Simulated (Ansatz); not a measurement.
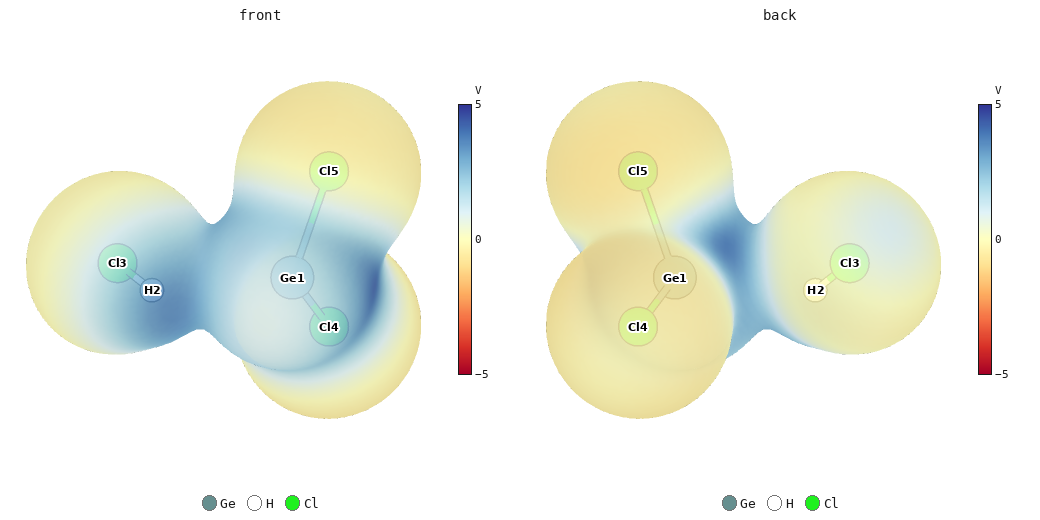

The picture shows: Cl2Ge···HCl. The molecular electrostatic potential painted on the density surface at 0.004 e/bohr³, seen from the front and from behind; the colour scale runs from red (negative) to blue (positive).

Not at a stationary point (largest force 1.6 eV/Å).

All numbers below come from Ansatz, RHF/def2-SVP.

```xyz
5

Ge   -0.8469    0.0000    0.2854
H     1.5035    0.0000    1.7278
Cl    2.5218    0.0000    0.8875
Cl   -1.0893    1.6810   -1.0965
Cl   -1.0893   -1.6810   -1.0965
```

**Which sites attract a positive test charge, and which a negative one?**

A positive charge is drawn to the negative regions and a negative charge to the positive ones. The most negative region (about −0.8 V) lies over Cl4 and Cl5, the most positive (about +4.0 V) over Ge1. Cl3 shows a σ-hole: about +1.0 V at the tip opposite its bond, against about 0.0 V on its flanks.
